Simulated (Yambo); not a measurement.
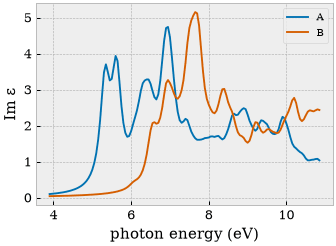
Figure: Two computed absorption spectra of Cs2PtH6 (space group Fm-3m, No. 225) (Yambo, PBEsol bands with the same scissor, field along x)

Problem. Which curve includes the electron-hole attraction (BSE), and where are its main peaks?

Solution. Curve A: the attraction moves weight to lower energy (centre of the plotted range 7.5 eV against 8.4 eV). Its peaks lie at 5.3 eV, 5.6 eV, 6.4 eV, 7.0 eV. Settings: 4×4×4 mesh, 9 valence and 14 conduction bands, static screening with 88 bands and a 3 Ry block, scissor 2.22 eV, Tamm-Dancoff. The scissor comes from a G0W0 run whose convergence isn't established. Broadening 0.15 eV. The band window holds all transitions up to 12.3 eV. Fine structure above the onset can come from the mesh.

Spin-orbit coupling is not included.

Geometry of the Materials Project entry, not relaxed at this level; primitive cell a = 6.344 Å, b = 6.344 Å, c = 6.344 Å, α = 60.00°, β = 60.00°, γ = 60.00°.

The structure is a Materials Project entry; no match was found in the copy of COD used, and its stability was not checked.
